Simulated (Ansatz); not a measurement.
GaHCl₂O: molecular dynamics (part 1 of 5)

GaHCl₂O, computed with RKS PBE/def2-SVP (Ansatz 0.2.0).

It belongs to a series of runs on one base structure; here: dynamics from the start. Figures and captions count atoms from 1; the log counts them from 0 in places.

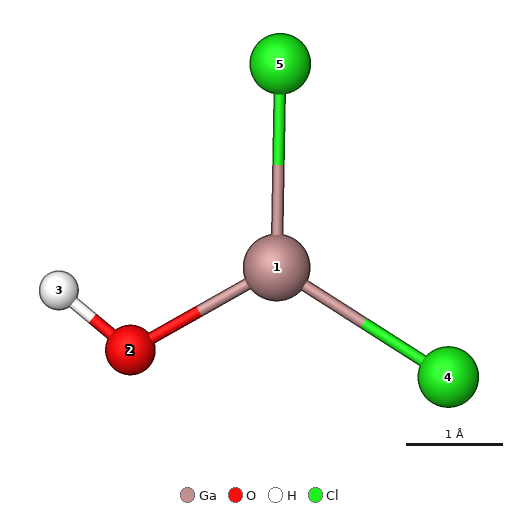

Figure 1. The input geometry (ball-and-stick view, seen on its broad side; atoms are numbered from 1 in the order of the input). Sticks mark near contacts.

Input file:
```yaml
crystal:
  periodic: [false, false, false]
  atoms:
    - { symbol: Ga, position_ang: [-0.013977, -0.035437, -0.027434] }
    - { symbol: O, position_ang: [0.016332, -0.121294, 1.757181] }
    - { symbol: H, position_ang: [-0.890993, -0.157275, 2.117353] }
    - { symbol: Cl, position_ang: [1.853908, 0.046658, -1.063011] }
    - { symbol: Cl, position_ang: [-1.87477, -0.014052, -1.10699] }
basis:
  gaussian: { orbitals: def2-SVP }
hamiltonian:
  xc: pbe
md:
  timestep: 0.5
  n_steps: 250
  ensemble: nvt_nose_hoover
  temperature: 300.0
  initial_velocities: maxwell_boltzmann
  seed: 823751
```

Hardware: 2 threads of Arm Neoverse V1, 24 GiB of memory available, shared host.

Command:
```bash
ansatz run input.yaml --threads 2 --pin off --max-ram 3072MiB --backend cpu --events-out ev --progress --plain --runs-dir out
```

The program's output:
```
Engine: ansatz 0.2.0, aarch64-unknown-linux-gnu
Functional definition: PBE
  parameter kappa = 0.804
  parameter beta = 0.06672455060314922
  exchange = pbe_x(kappa = kappa, mu = beta*pi^2/3)
  correlation = pbe_c(beta = beta)
946 factors; their error is unknown
mean field evaluation 1: about -79446.5700 eV, gradient 6.6e1 eV
mean field evaluation 2: about -79348.5109 eV, gradient 1.9e2 eV
mean field evaluation 4: about -79453.1342 eV, gradient 2.0e1 eV
mean field evaluation 8: about -79453.9336 eV, gradient 1.6e-1 eV
mean field evaluation 16: about -79453.8846 eV, gradient 1.4e-4 eV
mean field -79453.88458940 eV, -2919.8764028830 hartree, gradient 2.4e-5 eV, S^2 0.000000; 0 other end points of the search recorded, 0 dependent functions left out
the calculation of the forces begins
reference -79453.88462390 eV, -2919.8764041510 hartree; 37, 37 occupied and 50, 50 virtual orbitals, 946 factors
md step     0: t =     0.00 fs  T =   300.0 K  F+E_penalty+E_count = -79453.88458940 eV  E_kin = 0.116334 eV  conserved = -79453.76825540 eV  (27 SCF iters)
these checks for a lower state are left out or cut short: starts, cluster_reference, orbital_swaps, neighbouring_geometries, increment
946 factors; their error is unknown
mean field -79453.88400183 eV, -2919.8763812904 hartree, gradient 3.3e-5 eV, S^2 0.000000; 0 other end points of the search recorded, 0 dependent functions left out
the calculation of the forces begins
reference -79453.88403633 eV, -2919.8763825580 hartree; 37, 37 occupied and 50, 50 virtual orbitals, 946 factors
md step     1: t =     0.50 fs  T =   298.5 K  F+E_penalty+E_count = -79453.88400183 eV  E_kin = 0.115765 eV  conserved = -79453.76823714 eV  (26 SCF iters)
[... from here on the SCF iterations and repeated set-up lines of each step are left out, up to the last step ...]
md step     2: t =     1.00 fs  T =   294.7 K  F+E_penalty+E_count = -79453.88247954 eV  E_kin = 0.114279 eV  conserved = -79453.76820063 eV  (26 SCF iters)
md step     3: t =     1.50 fs  T =   289.9 K  F+E_penalty+E_count = -79453.88056643 eV  E_kin = 0.112403 eV  conserved = -79453.76816360 eV  (26 SCF iters)
md step     4: t =     2.00 fs  T =   285.4 K  F+E_penalty+E_count = -79453.87881792 eV  E_kin = 0.110673 eV  conserved = -79453.76814516 eV  (25 SCF iters)
md step     5: t =     2.50 fs  T =   282.0 K  F+E_penalty+E_count = -79453.87751163 eV  E_kin = 0.109358 eV  conserved = -79453.76815459 eV  (26 SCF iters)
md step     6: t =     3.00 fs  T =   279.3 K  F+E_penalty+E_count = -79453.87650719 eV  E_kin = 0.108324 eV  conserved = -79453.76818563 eV  (25 SCF iters)
md step     7: t =     3.50 fs  T =   276.2 K  F+E_penalty+E_count = -79453.87533966 eV  E_kin = 0.107122 eV  conserved = -79453.76822076 eV  (26 SCF iters)
md step     8: t =     4.00 fs  T =   271.4 K  F+E_penalty+E_count = -79453.87348627 eV  E_kin = 0.105250 eV  conserved = -79453.76824102 eV  (26 SCF iters)
md step     9: t =     4.50 fs  T =   264.1 K  F+E_penalty+E_count = -79453.87065048 eV  E_kin = 0.102420 eV  conserved = -79453.76823711 eV  (25 SCF iters)
md step    10: t =     5.00 fs  T =   254.5 K  F+E_penalty+E_count = -79453.86691040 eV  E_kin = 0.098709 eV  conserved = -79453.76821128 eV  (26 SCF iters)
md step    11: t =     5.50 fs  T =   243.7 K  F+E_penalty+E_count = -79453.86268160 eV  E_kin = 0.094519 eV  conserved = -79453.76817552 eV  (26 SCF iters)
md step    12: t =     6.00 fs  T =   233.1 K  F+E_penalty+E_count = -79453.85853346 eV  E_kin = 0.090406 eV  conserved = -79453.76814460 eV  (26 SCF iters)
md step    13: t =     6.50 fs  T =   224.0 K  F+E_penalty+E_count = -79453.85495765 eV  E_kin = 0.086849 eV  conserved = -79453.76813039 eV  (26 SCF iters)
md step    14: t =     7.00 fs  T =   216.8 K  F+E_penalty+E_count = -79453.85218171 eV  E_kin = 0.084072 eV  conserved = -79453.76813749 eV  (26 SCF iters)
md step    15: t =     7.50 fs  T =   211.4 K  F+E_penalty+E_count = -79453.85009296 eV  E_kin = 0.081965 eV  conserved = -79453.76816249 eV  (26 SCF iters)
md step    16: t =     8.00 fs  T =   206.7 K  F+E_penalty+E_count = -79453.84829419 eV  E_kin = 0.080142 eV  conserved = -79453.76819465 eV  (26 SCF iters)
md step    17: t =     8.50 fs  T =   201.4 K  F+E_penalty+E_count = -79453.84627522 eV  E_kin = 0.078107 eV  conserved = -79453.76821938 eV  (26 SCF iters)
md step    18: t =     9.00 fs  T =   194.6 K  F+E_penalty+E_count = -79453.84364280 eV  E_kin = 0.075480 eV  conserved = -79453.76822395 eV  (25 SCF iters)
md step    19: t =     9.50 fs  T =   186.2 K  F+E_penalty+E_count = -79453.84031875 eV  E_kin = 0.072187 eV  conserved = -79453.76820377 eV  (26 SCF iters)
md step    20: t =    10.00 fs  T =   176.7 K  F+E_penalty+E_count = -79453.83660851 eV  E_kin = 0.068525 eV  conserved = -79453.76816629 eV  (28 SCF iters)
md step    21: t =    10.50 fs  T =   167.8 K  F+E_penalty+E_count = -79453.83308354 eV  E_kin = 0.065050 eV  conserved = -79453.76812899 eV  (25 SCF iters)
md step    22: t =    11.00 fs  T =   160.7 K  F+E_penalty+E_count = -79453.83031256 eV  E_kin = 0.062311 eV  conserved = -79453.76811068 eV  (26 SCF iters)
md step    23: t =    11.50 fs  T =   156.2 K  F+E_penalty+E_count = -79453.82857499 eV  E_kin = 0.060577 eV  conserved = -79453.76812062 eV  (26 SCF iters)
md step    24: t =    12.00 fs  T =   154.0 K  F+E_penalty+E_count = -79453.82772028 eV  E_kin = 0.059706 eV  conserved = -79453.76815281 eV  (26 SCF iters)
md step    25: t =    12.50 fs  T =   152.7 K  F+E_penalty+E_count = -79453.82725832 eV  E_kin = 0.059224 eV  conserved = -79453.76818973 eV  (26 SCF iters)
md step    26: t =    13.00 fs  T =   151.1 K  F+E_penalty+E_count = -79453.82662515 eV  E_kin = 0.058585 eV  conserved = -79453.76821273 eV  (25 SCF iters)
md step    27: t =    13.50 fs  T =   148.1 K  F+E_penalty+E_count = -79453.82546879 eV  E_kin = 0.057449 eV  conserved = -79453.76821173 eV  (26 SCF iters)
md step    28: t =    14.00 fs  T =   144.0 K  F+E_penalty+E_count = -79453.82380671 eV  E_kin = 0.055830 eV  conserved = -79453.76818895 eV  (26 SCF iters)
md step    29: t =    14.50 fs  T =   139.4 K  F+E_penalty+E_count = -79453.82199573 eV  E_kin = 0.054073 eV  conserved = -79453.76815589 eV  (26 SCF iters)
md step    30: t =    15.00 fs  T =   135.9 K  F+E_penalty+E_count = -79453.82055475 eV  E_kin = 0.052682 eV  conserved = -79453.76812729 eV  (26 SCF iters)
md step    31: t =    15.50 fs  T =   134.3 K  F+E_penalty+E_count = -79453.81993365 eV  E_kin = 0.052096 eV  conserved = -79453.76811515 eV  (26 SCF iters)
md step    32: t =    16.00 fs  T =   135.4 K  F+E_penalty+E_count = -79453.82032357 eV  E_kin = 0.052501 eV  conserved = -79453.76812462 eV  (26 SCF iters)
md step    33: t =    16.50 fs  T =   138.6 K  F+E_penalty+E_count = -79453.82157460 eV  E_kin = 0.053750 eV  conserved = -79453.76815255 eV  (26 SCF iters)
md step    34: t =    17.00 fs  T =   142.9 K  F+E_penalty+E_count = -79453.82324689 eV  E_kin = 0.055415 eV  conserved = -79453.76818823 eV  (26 SCF iters)
md step    35: t =    17.50 fs  T =   146.9 K  F+E_penalty+E_count = -79453.82478052 eV  E_kin = 0.056951 eV  conserved = -79453.76821681 eV  (26 SCF iters)
md step    36: t =    18.00 fs  T =   149.4 K  F+E_penalty+E_count = -79453.82572829 eV  E_kin = 0.057923 eV  conserved = -79453.76822517 eV  (26 SCF iters)
md step    37: t =    18.50 fs  T =   150.1 K  F+E_penalty+E_count = -79453.82595929 eV  E_kin = 0.058205 eV  conserved = -79453.76820831 eV  (26 SCF iters)
md step    38: t =    19.00 fs  T =   149.7 K  F+E_penalty+E_count = -79453.82573248 eV  E_kin = 0.058049 eV  conserved = -79453.76817361 eV  (26 SCF iters)
md step    39: t =    19.50 fs  T =   149.5 K  F+E_penalty+E_count = -79453.82557951 eV  E_kin = 0.057969 eV  conserved = -79453.76813892 eV  (26 SCF iters)
md step    40: t =    20.00 fs  T =   150.8 K  F+E_penalty+E_count = -79453.82603041 eV  E_kin = 0.058474 eV  conserved = -79453.76812349 eV  (26 SCF iters)
md step    41: t =    20.50 fs  T =   154.2 K  F+E_penalty+E_count = -79453.82731999 eV  E_kin = 0.059792 eV  conserved = -79453.76813674 eV  (26 SCF iters)
md step    42: t =    21.00 fs  T =   159.2 K  F+E_penalty+E_count = -79453.82924512 eV  E_kin = 0.061726 eV  conserved = -79453.76817221 eV  (27 SCF iters)
md step    43: t =    21.50 fs  T =   164.4 K  F+E_penalty+E_count = -79453.83126209 eV  E_kin = 0.063750 eV  conserved = -79453.76821160 eV  (26 SCF iters)
md step    44: t =    22.00 fs  T =   168.3 K  F+E_penalty+E_count = -79453.83276501 eV  E_kin = 0.065279 eV  conserved = -79453.76823564 eV  (25 SCF iters)
md step    45: t =    22.50 fs  T =   170.1 K  F+E_penalty+E_count = -79453.83338160 eV  E_kin = 0.065949 eV  conserved = -79453.76823426 eV  (26 SCF iters)
md step    46: t =    23.00 fs  T =   169.6 K  F+E_penalty+E_count = -79453.83313126 eV  E_kin = 0.065777 eV  conserved = -79453.76821027 eV  (26 SCF iters)
md step    47: t =    23.50 fs  T =   167.9 K  F+E_penalty+E_count = -79453.83238572 eV  E_kin = 0.065120 eV  conserved = -79453.76817616 eV  (26 SCF iters)
md step    48: t =    24.00 fs  T =   166.3 K  F+E_penalty+E_count = -79453.83167723 eV  E_kin = 0.064496 eV  conserved = -79453.76814749 eV  (27 SCF iters)
md step    49: t =    24.50 fs  T =   165.9 K  F+E_penalty+E_count = -79453.83145493 eV  E_kin = 0.064342 eV  conserved = -79453.76813657 eV  (27 SCF iters)
md step    50: t =    25.00 fs  T =   167.2 K  F+E_penalty+E_count = -79453.83189044 eV  E_kin = 0.064825 eV  conserved = -79453.76814821 eV  (27 SCF iters)
md step    51: t =    25.50 fs  T =   169.6 K  F+E_penalty+E_count = -79453.83280157 eV  E_kin = 0.065767 eV  conserved = -79453.76817817 eV  (26 SCF iters)
md step    52: t =    26.00 fs  T =   172.0 K  F+E_penalty+E_count = -79453.83372018 eV  E_kin = 0.066713 eV  conserved = -79453.76821432 eV  (26 SCF iters)
md step    53: t =    26.50 fs  T =   173.1 K  F+E_penalty+E_count = -79453.83408444 eV  E_kin = 0.067116 eV  conserved = -79453.76824064 eV  (26 SCF iters)
md step    54: t =    27.00 fs  T =   171.7 K  F+E_penalty+E_count = -79453.83348992 eV  E_kin = 0.066585 eV  conserved = -79453.76824371 eV  (26 SCF iters)
md step    55: t =    27.50 fs  T =   167.8 K  F+E_penalty+E_count = -79453.83189594 eV  E_kin = 0.065083 eV  conserved = -79453.76821985 eV  (26 SCF iters)
md step    56: t =    28.00 fs  T =   162.4 K  F+E_penalty+E_count = -79453.82967770 eV  E_kin = 0.062972 eV  conserved = -79453.76817907 eV  (27 SCF iters)
md step    57: t =    28.50 fs  T =   157.0 K  F+E_penalty+E_count = -79453.82746823 eV  E_kin = 0.060867 eV  conserved = -79453.76814159 eV  (26 SCF iters)
md step    58: t =    29.00 fs  T =   153.0 K  F+E_penalty+E_count = -79453.82584592 eV  E_kin = 0.059325 eV  conserved = -79453.76812727 eV  (27 SCF iters)
md step    59: t =    29.50 fs  T =   151.0 K  F+E_penalty+E_count = -79453.82503146 eV  E_kin = 0.058560 eV  conserved = -79453.76814347 eV  (27 SCF iters)
md step    60: t =    30.00 fs  T =   150.4 K  F+E_penalty+E_count = -79453.82477597 eV  E_kin = 0.058335 eV  conserved = -79453.76818042 eV  (27 SCF iters)
md step    61: t =    30.50 fs  T =   149.8 K  F+E_penalty+E_count = -79453.82451084 eV  E_kin = 0.058102 eV  conserved = -79453.76821708 eV  (27 SCF iters)
md step    62: t =    31.00 fs  T =   147.8 K  F+E_penalty+E_count = -79453.82366699 eV  E_kin = 0.057310 eV  conserved = -79453.76823410 eV  (26 SCF iters)
md step    63: t =    31.50 fs  T =   143.6 K  F+E_penalty+E_count = -79453.82197393 eV  E_kin = 0.055697 eV  conserved = -79453.76822367 eV  (28 SCF iters)
md step    64: t =    32.00 fs  T =   137.7 K  F+E_penalty+E_count = -79453.81958527 eV  E_kin = 0.053409 eV  conserved = -79453.76819169 eV  (26 SCF iters)
md step    65: t =    32.50 fs  T =   131.3 K  F+E_penalty+E_count = -79453.81699274 eV  E_kin = 0.050923 eV  conserved = -79453.76815301 eV  (27 SCF iters)
md step    66: t =    33.00 fs  T =   125.9 K  F+E_penalty+E_count = -79453.81479764 eV  E_kin = 0.048822 eV  conserved = -79453.76812391 eV  (27 SCF iters)
md step    67: t =    33.50 fs  T =   122.6 K  F+E_penalty+E_count = -79453.81345500 eV  E_kin = 0.047553 eV  conserved = -79453.76811577 eV  (27 SCF iters)
md step    68: t =    34.00 fs  T =   121.8 K  F+E_penalty+E_count = -79453.81309332 eV  E_kin = 0.047241 eV  conserved = -79453.76813119 eV  (27 SCF iters)
md step    69: t =    34.50 fs  T =   122.9 K  F+E_penalty+E_count = -79453.81347223 eV  E_kin = 0.047655 eV  conserved = -79453.76816327 eV  (27 SCF iters)
md step    70: t =    35.00 fs  T =   124.6 K  F+E_penalty+E_count = -79453.81409156 eV  E_kin = 0.048309 eV  conserved = -79453.76819774 eV  (27 SCF iters)
md step    71: t =    35.50 fs  T =   125.5 K  F+E_penalty+E_count = -79453.81441572 eV  E_kin = 0.048685 eV  conserved = -79453.76821812 eV  (27 SCF iters)
md step    72: t =    36.00 fs  T =   125.0 K  F+E_penalty+E_count = -79453.81413027 eV  E_kin = 0.048478 eV  conserved = -79453.76821302 eV  (27 SCF iters)
md step    73: t =    36.50 fs  T =   123.2 K  F+E_penalty+E_count = -79453.81331579 eV  E_kin = 0.047767 eV  conserved = -79453.76818290 eV  (27 SCF iters)
md step    74: t =    37.00 fs  T =   121.2 K  F+E_penalty+E_count = -79453.81243631 eV  E_kin = 0.047003 eV  conserved = -79453.76814194 eV  (26 SCF iters)
md step    75: t =    37.50 fs  T =   120.7 K  F+E_penalty+E_count = -79453.81211799 eV  E_kin = 0.046790 eV  conserved = -79453.76811225 eV  (25 SCF iters)
md step    76: t =    38.00 fs  T =   122.7 K  F+E_penalty+E_count = -79453.81281409 eV  E_kin = 0.047565 eV  conserved = -79453.76811086 eV  (25 SCF iters)
md step    77: t =    38.50 fs  T =   127.3 K  F+E_penalty+E_count = -79453.81454568 eV  E_kin = 0.049349 eV  conserved = -79453.76813920 eV  (26 SCF iters)
md step    78: t =    39.00 fs  T =   133.4 K  F+E_penalty+E_count = -79453.81687745 eV  E_kin = 0.051724 eV  conserved = -79453.76818247 eV  (26 SCF iters)
md step    79: t =    39.50 fs  T =   139.4 K  F+E_penalty+E_count = -79453.81914414 eV  E_kin = 0.054045 eV  conserved = -79453.76821893 eV  (25 SCF iters)
md step    80: t =    40.00 fs  T =   143.8 K  F+E_penalty+E_count = -79453.82078722 eV  E_kin = 0.055773 eV  conserved = -79453.76823167 eV  (26 SCF iters)
md step    81: t =    40.50 fs  T =   146.3 K  F+E_penalty+E_count = -79453.82161231 eV  E_kin = 0.056713 eV  conserved = -79453.76821723 eV  (26 SCF iters)
md step    82: t =    41.00 fs  T =   147.2 K  F+E_penalty+E_count = -79453.82184477 eV  E_kin = 0.057081 eV  conserved = -79453.76818519 eV  (26 SCF iters)
md step    83: t =    41.50 fs  T =   147.9 K  F+E_penalty+E_count = -79453.82198708 eV  E_kin = 0.057363 eV  conserved = -79453.76815160 eV  (26 SCF iters)
md step    84: t =    42.00 fs  T =   149.8 K  F+E_penalty+E_count = -79453.82257060 eV  E_kin = 0.058076 eV  conserved = -79453.76813127 eV  (26 SCF iters)
md step    85: t =    42.50 fs  T =   153.5 K  F+E_penalty+E_count = -79453.82391733 eV  E_kin = 0.059533 eV  conserved = -79453.76813312 eV  (27 SCF iters)
md step    86: t =    43.00 fs  T =   159.1 K  F+E_penalty+E_count = -79453.82599849 eV  E_kin = 0.061708 eV  conserved = -79453.76815692 eV  (26 SCF iters)
md step    87: t =    43.50 fs  T =   165.6 K  F+E_penalty+E_count = -79453.82843652 eV  E_kin = 0.064233 eV  conserved = -79453.76819363 eV  (26 SCF iters)
md step    88: t =    44.00 fs  T =   171.6 K  F+E_penalty+E_count = -79453.83064760 eV  E_kin = 0.066539 eV  conserved = -79453.76822830 eV  (26 SCF iters)
md step    89: t =    44.50 fs  T =   175.6 K  F+E_penalty+E_count = -79453.83207774 eV  E_kin = 0.068088 eV  conserved = -79453.76824563 eV  (26 SCF iters)
md step    90: t =    45.00 fs  T =   176.9 K  F+E_penalty+E_count = -79453.83244334 eV  E_kin = 0.068603 eV  conserved = -79453.76823645 eV  (26 SCF iters)
md step    91: t =    45.50 fs  T =   175.9 K  F+E_penalty+E_count = -79453.83186895 eV  E_kin = 0.068202 eV  conserved = -79453.76820417 eV  (26 SCF iters)
md step    92: t =    46.00 fs  T =   173.7 K  F+E_penalty+E_count = -79453.83083452 eV  E_kin = 0.067349 eV  conserved = -79453.76816467 eV  (26 SCF iters)
md step    93: t =    46.50 fs  T =   171.8 K  F+E_penalty+E_count = -79453.82993329 eV  E_kin = 0.066615 eV  conserved = -79453.76813881 eV  (26 SCF iters)
md step    94: t =    47.00 fs  T =   171.2 K  F+E_penalty+E_count = -79453.82955379 eV  E_kin = 0.066377 eV  conserved = -79453.76814088 eV  (25 SCF iters)
md step    95: t =    47.50 fs  T =   171.8 K  F+E_penalty+E_count = -79453.82966442 eV  E_kin = 0.066603 eV  conserved = -79453.76816950 eV  (26 SCF iters)
md step    96: t =    48.00 fs  T =   172.5 K  F+E_penalty+E_count = -79453.82983249 eV  E_kin = 0.066878 eV  conserved = -79453.76820874 eV  (26 SCF iters)
md step    97: t =    48.50 fs  T =   171.8 K  F+E_penalty+E_count = -79453.82946405 eV  E_kin = 0.066629 eV  conserved = -79453.76823789 eV  (26 SCF iters)
md step    98: t =    49.00 fs  T =   168.7 K  F+E_penalty+E_count = -79453.82811909 eV  E_kin = 0.065428 eV  conserved = -79453.76824294 eV  (26 SCF iters)
md step    99: t =    49.50 fs  T =   163.0 K  F+E_penalty+E_count = -79453.82572795 eV  E_kin = 0.063204 eV  conserved = -79453.76822266 eV  (26 SCF iters)
md step   100: t =    50.00 fs  T =   155.4 K  F+E_penalty+E_count = -79453.82261408 eV  E_kin = 0.060268 eV  conserved = -79453.76818710 eV  (26 SCF iters)
md step   101: t =    50.50 fs  T =   147.4 K  F+E_penalty+E_count = -79453.81934042 eV  E_kin = 0.057167 eV  conserved = -79453.76815159 eV  (26 SCF iters)
md step   102: t =    51.00 fs  T =   140.4 K  F+E_penalty+E_count = -79453.81646966 eV  E_kin = 0.054449 eV  conserved = -79453.76813007 eV  (26 SCF iters)
md step   103: t =    51.50 fs  T =   135.3 K  F+E_penalty+E_count = -79453.81434325 eV  E_kin = 0.052451 eV  conserved = -79453.76813025 eV  (26 SCF iters)
md step   104: t =    52.00 fs  T =   132.0 K  F+E_penalty+E_count = -79453.81295767 eV  E_kin = 0.051170 eV  conserved = -79453.76815133 eV  (26 SCF iters)
md step   105: t =    52.50 fs  T =   129.7 K  F+E_penalty+E_count = -79453.81197636 eV  E_kin = 0.050281 eV  conserved = -79453.76818428 eV  (26 SCF iters)
md step   106: t =    53.00 fs  T =   127.1 K  F+E_penalty+E_count = -79453.81087326 eV  E_kin = 0.049272 eV  conserved = -79453.76821454 eV  (28 SCF iters)
md step   107: t =    53.50 fs  T =   122.9 K  F+E_penalty+E_count = -79453.80916258 eV  E_kin = 0.047672 eV  conserved = -79453.76822732 eV  (26 SCF iters)
md step   108: t =    54.00 fs  T =   116.7 K  F+E_penalty+E_count = -79453.80663042 eV  E_kin = 0.045272 eV  conserved = -79453.76821430 eV  (26 SCF iters)
md step   109: t =    54.50 fs  T =   109.0 K  F+E_penalty+E_count = -79453.80346308 eV  E_kin = 0.042254 eV  conserved = -79453.76817905 eV  (26 SCF iters)
md step   110: t =    55.00 fs  T =   100.9 K  F+E_penalty+E_count = -79453.80019040 eV  E_kin = 0.039131 eV  conserved = -79453.76813728 eV  (25 SCF iters)
md step   111: t =    55.50 fs  T =    94.2 K  F+E_penalty+E_count = -79453.79744369 eV  E_kin = 0.036513 eV  conserved = -79453.76810983 eV  (26 SCF iters)
md step   112: t =    56.00 fs  T =    89.8 K  F+E_penalty+E_count = -79453.79563904 eV  E_kin = 0.034805 eV  conserved = -79453.76811087 eV  (26 SCF iters)
md step   113: t =    56.50 fs  T =    87.7 K  F+E_penalty+E_count = -79453.79476239 eV  E_kin = 0.033995 eV  conserved = -79453.76813918 eV  (26 SCF iters)
md step   114: t =    57.00 fs  T =    86.8 K  F+E_penalty+E_count = -79453.79438651 eV  E_kin = 0.033675 eV  conserved = -79453.76817879 eV  (26 SCF iters)
md step   115: t =    57.50 fs  T =    85.8 K  F+E_penalty+E_count = -79453.79391033 eV  E_kin = 0.033264 eV  conserved = -79453.76820904 eV  (26 SCF iters)
md step   116: t =    58.00 fs  T =    83.3 K  F+E_penalty+E_count = -79453.79287589 eV  E_kin = 0.032318 eV  conserved = -79453.76821549 eV  (26 SCF iters)
md step   117: t =    58.50 fs  T =    79.3 K  F+E_penalty+E_count = -79453.79119080 eV  E_kin = 0.030745 eV  conserved = -79453.76819655 eV  (26 SCF iters)
md step   118: t =    59.00 fs  T =    74.4 K  F+E_penalty+E_count = -79453.78915701 eV  E_kin = 0.028835 eV  conserved = -79453.76816202 eV  (26 SCF iters)
md step   119: t =    59.50 fs  T =    69.9 K  F+E_penalty+E_count = -79453.78732057 eV  E_kin = 0.027118 eV  conserved = -79453.76812736 eV  (26 SCF iters)
md step   120: t =    60.00 fs  T =    67.4 K  F+E_penalty+E_count = -79453.78623037 eV  E_kin = 0.026130 eV  conserved = -79453.76810689 eV  (26 SCF iters)
md step   121: t =    60.50 fs  T =    67.5 K  F+E_penalty+E_count = -79453.78621183 eV  E_kin = 0.026191 eV  conserved = -79453.76810872 eV  (26 SCF iters)
```
